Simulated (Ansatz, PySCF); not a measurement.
Stretching the Cd1–H2 bond in CdH4Si (SMILES [SiH3][CdH]) (multiplicity 1 held, fragments rigid). Energies count from the point at 1.699 Å.
Geometry at that point (charge 0, multiplicity 1):
```xyz
6

Cd    -0.56643    -0.31054    -0.07978
H     -2.04530    -1.12132    -0.28806
Si     1.63488     0.89631     0.23025
H      2.24914     0.59380     1.54999
H      1.47089     2.37203     0.15366
H      2.62571     0.51316    -0.80993
```

U- levels take the lowest unrestricted solution at each point, which mixes spins at long bonds. Active spaces are followed from a long bond inwards. Curves can end on different states.

Correlated levels freeze the cores. Rows in LANL2DZ carry no dispersion term and start afresh at each structure. LANL2DZ brings its own core potentials from Na on.

The values were computed with Ansatz (Gaussian orbitals); PySCF for LANL2DZ rows. Values without a source in brackets are computed. In def2 rows elements past Kr take small-core potentials, without spin–orbit coupling.

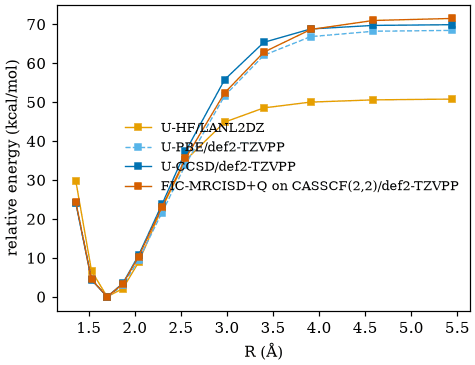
Relative energy along the coordinate

### Question
Read off the U-HF/LANL2DZ curve at R = 1.359.

### Answer
about 30 kcal/mol

Doubts at one or more of the structures used: a spin-contaminated determinant (U-HF/LANL2DZ, U-PBE/def2-TZVPP, U-CCSD/def2-TZVPP).

Ansatz is a quantum-chemistry and plane-wave program.
